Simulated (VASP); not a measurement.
Band structure of Ag$_{2}$S (relaxed from the fluorite structure, space group Fm-3m). Method: PBEsol GGA, VASP's PBE PAW potentials (set 64) (plane waves; VASP).

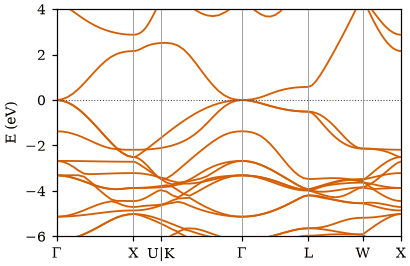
Fig. 1. Bands along high-symmetry lines, zero at the valence-band maximum or, without a gap, the Fermi level

Task: Read the plot: is there a gap, and where are the band edges?

Result: It has no gap at this level: it comes out as a metal or semimetal. (Edges off the drawn lines would not show.)

The structure was generated: Ag2S was put into the fluorite type (Fm-3m), which need not be its known phase. It was relaxed first.
